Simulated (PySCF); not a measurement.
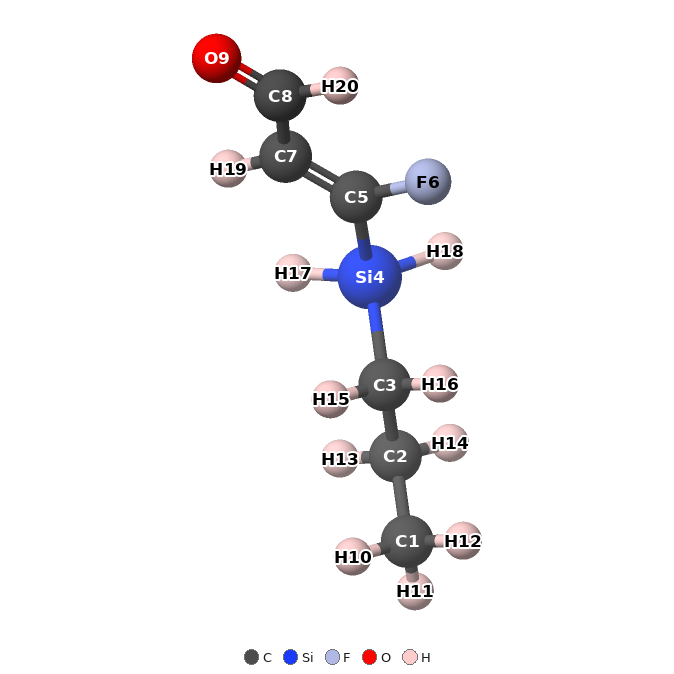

Computed geometry: GFN2-xTB optimisation. No frequency run is at hand to confirm it as a minimum. Electric field gradients from the ground-state density, PBE0/pcSseg-1 (PySCF 2.14.0), non-relativistic apart from any core potentials.

Give the largest field-gradient component, the quadrupole coupling constant and the asymmetry for 17O at O9 (Q = −25.6 mb), 2H at H10 (Q = 2.86 mb), 2H at H11 (Q = 2.86 mb).

```csv
atom,V_zz (a.u.),e²qQ/h (MHz),η
O9,−2.098,12.62,0.53
H10,0.314,0.211,0.02
H11,0.316,0.212,0.02
```

The geometry is semi-empirical. Around Si such bond lengths and angles can be off by a tenth of an ångström or more and by several degrees, and values that hang on the shape move with them.
